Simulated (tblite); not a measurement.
# Frequency calculation of C$_{4}$H$_{8}$O$_{3}$Si

- system: C$_{4}$H$_{8}$O$_{3}$Si, SMILES C=C(OC)C(=O)O[SiH3]
- method: GFN2-xTB harmonic vibrations, gas phase (tblite 0.8.0)

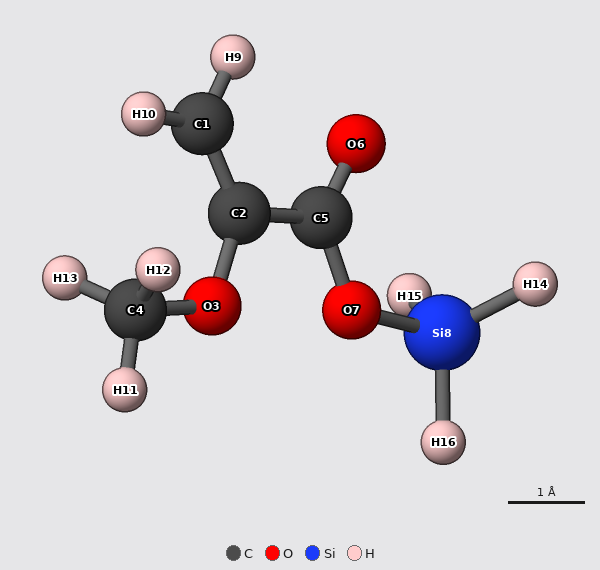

Fig. 1: The structure as given in the input (ball-and-stick view, seen at a tilt; atoms are numbered from 1 in the order of the input).

Results in brief:

- outcome: converged
- total energy: −724.0037 eV
- zero-point energy: 69.5220 kcal/mol
- hardware: 1 CPU thread, shared host
- wall time: 0.84 s
- peak memory: 0.18 GiB

Input file:
```
{"job": {"kind": "ir", "xc": "GFN2-xTB", "basis": "xTB"}, "charge": 0, "multiplicity": 1}
C     -1.810307     0.931603    -0.577586
C     -0.765020     0.232759    -0.131630
O     -0.775453    -0.874532     0.648192
C     -2.032492    -1.365323     1.049939
C      0.615592     0.667432    -0.498724
O      0.847314     1.629777    -1.188150
O      1.564927    -0.097229     0.000581
Si     3.175604     0.201238    -0.279679
H     -1.621216     1.792229    -1.191737
H     -2.833272     0.686790    -0.360156
H     -1.828994    -2.244251     1.658285
H     -2.574382    -0.623586     1.645190
H     -2.640446    -1.649498     0.185194
H      3.518538     1.512264     0.258995
H      3.432754     0.122054    -1.712885
H      3.719255    -0.912782     0.482759
```

The first line tells a small driver script what to run in tblite; the rest is the geometry in Å.

Launch command:
```bash
OMP_NUM_THREADS=1 python <driver script> task.json out
```

The program's output:
```
mode    cm-1     km/mol
  1      47.1      4.14
  2      76.5      2.93
  3      78.4      4.81
  4     118.0      0.07
  5     133.7      1.41
  6     180.0      5.44
  7     231.5      0.43
  8     324.2      3.91
  9     357.3      0.36
 10     417.1     12.24
 11     462.2     11.75
 12     591.6     42.32
 13     611.1     83.93
 14     649.7      4.96
 15     672.4      0.17
 16     745.0    197.04
 17     764.7     34.88
 18     777.5    165.01
 19     786.3    347.79
 20     798.1    223.07
 21     855.1     46.09
 22     881.8     48.95
 23     938.9     16.38
 24    1069.0     26.75
 25    1122.7      1.94
 26    1159.7     57.86
 27    1189.0    283.77
 28    1294.3    423.99
 29    1372.4      6.36
 30    1401.5      1.77
 31    1463.8      6.53
 32    1480.7      5.24
 33    1666.9    175.36
 34    1733.8    260.91
 35    2300.9    344.06
 36    2313.3    147.96
 37    2339.8    217.71
 38    2935.9     34.54
 39    2949.9     26.75
 40    3035.7      9.53
 41    3134.0      6.61
 42    3169.7     10.57
```

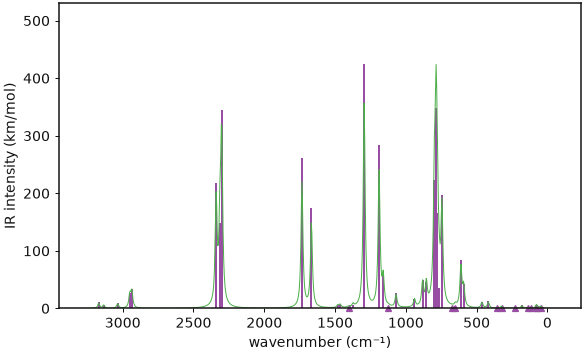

Fig. 2: Harmonic infrared spectrum, unscaled: sticks (degenerate modes added up, dark ones marked on the axis) with a Lorentzian envelope of 16 cm⁻¹ full width, scaled to the tallest stick. 42 modes from 47 to 3170 cm⁻¹, none imaginary. The strongest line is at 1294 cm⁻¹ (424 km/mol).
